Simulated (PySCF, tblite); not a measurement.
# C₄H₉Si₂ radical: geometry, infrared bands and EPR parameters

What infrared bands and EPR parameters should C₄H₉Si₂ radical (`C=[C]/C([SiH3])=C/[SiH3]`) show?

The runs use tblite 0.8.0 and PySCF 2.14.0, with density-fitted response routines of our own; the level of theory stands in each step. All values are computed, except where a source is named. Atoms are numbered from 0 throughout.

### 1 The molecule as given

15 atoms, charge 0, multiplicity 2; geometry from: force field or distance geometry start.

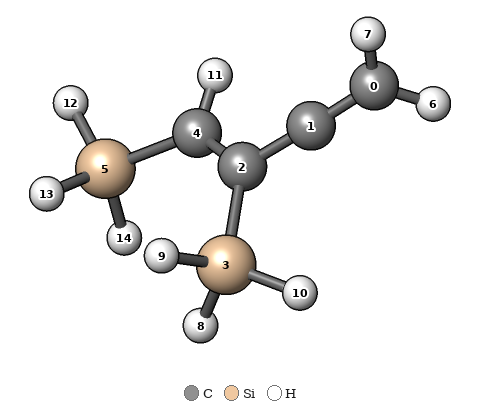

As it starts; carbon grey, silicon light orange, hydrogen white, atoms numbered.

### 2 Geometry optimisation with GFN2-xTB

Job settings and geometry (Å):

```
{"job": {"kind": "relax", "xc": "GFN2-xTB", "basis": "xTB"}, "charge": 0, "multiplicity": 2}
C      2.965100    -0.592700    -0.439600
C      1.689000    -0.309200    -0.321300
C      0.314300    -0.023200    -0.144500
Si    -0.472500     0.748500    -1.664900
C     -0.274100    -0.318400     1.039600
Si    -2.007200    -0.093200     1.597400
H      3.702300     0.198500    -0.390100
H      3.291700    -1.607100    -0.582300
H     -1.388800     1.832400    -1.253400
H     -1.267600    -0.282700    -2.383600
H      0.547000     1.307100    -2.576800
H      0.329700    -0.767700     1.817000
H     -2.205400    -0.803200     2.896200
H     -2.938200    -0.639900     0.588000
H     -2.289600     1.358700     1.796200
```

On the command line:

```
> OMP_NUM_THREADS=1 python probes_run.py task.json out
```

This one command runs all jobs of the session in turn.

**Question.** This job is followed by: GFN2-xTB harmonic vibrations, gas phase; UKS B3LYP, pcH-1 on C H Si, non-relativistic, mean-field spin-orbit, GIAO. What will the session give for the following? strongest single infrared mode (GFN2-xTB); zero-point energy (GFN2-xTB); g(iso) (B3LYP); ⟨S²⟩; largest a(iso) (averaged by class); potential on the surface of density 0.002 e/bohr³, 1st and 99th percentile.

The runs gave:

| quantity | value |
| --- | --- |
| strongest single infrared mode (GFN2-xTB) | 775 cm⁻¹, 449 km/mol |
| zero-point energy (GFN2-xTB) | 60.7 kcal/mol |
| g(iso) (B3LYP) | 2.00242 |
| ⟨S²⟩ | 0.772 (exact 0.75) |
| largest a(iso) (averaged by class) | 1H on H6, H7, 96.5 MHz |
| potential on the surface of density 0.002 e/bohr³, 1st and 99th percentile | -0.39 V and 1.00 V |

In words: Relaxing lowered the energy by 0.277 eV in 91 steps; the close pair that moved most is C1–C2, from 1.415 to 1.337 Å. No mode is imaginary among the 39: a minimum at this level. GFN2-xTB is a fitted tight-binding method: band positions and strengths are rough. Its intensities can rank the bands wrongly. The largest spin populations lie on C4 (0.73 e), C1 (0.51 e). The isotropic g lies 0.1 ppt above the free-electron value. The conformer search found further structures of the same energy, which may be mirror or relabelled copies of this one.
